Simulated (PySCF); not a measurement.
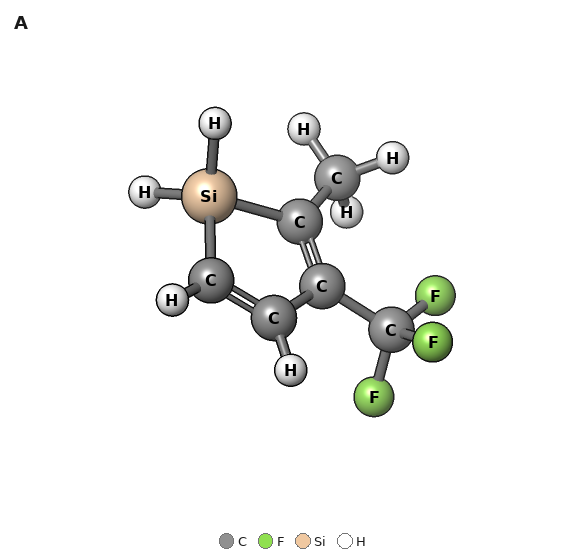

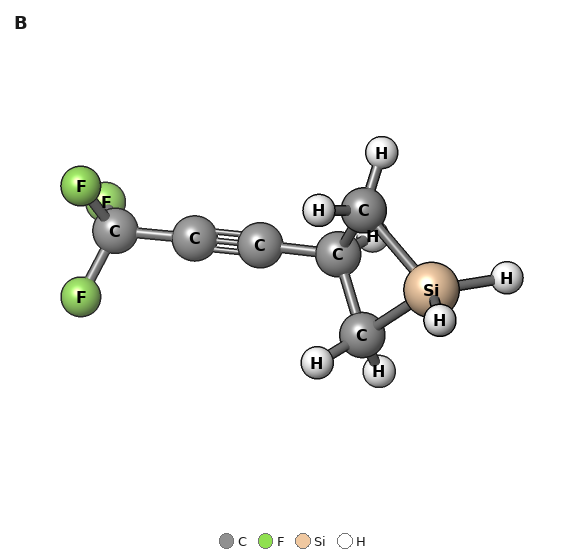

2 stationary structures of one formula. Geometries: PBE0-D3(BJ)/def2-SVP. Electronic energies: PBE0/def2-SVPD (PySCF 2.14.0), without zero-point energy. No frequency run is at hand to confirm each as a minimum.

Question: How are they related?

Answer: They are constitutional isomers of C6H7F3Si: A `CC1=C(C(F)(F)F)C=C[SiH2]1`, B `FC(F)(F)C#CC1C[SiH2]C1`.

Question: Rank them by energy, lowest first.

Answer: A is lowest; B lies 37.5 kcal/mol above it.
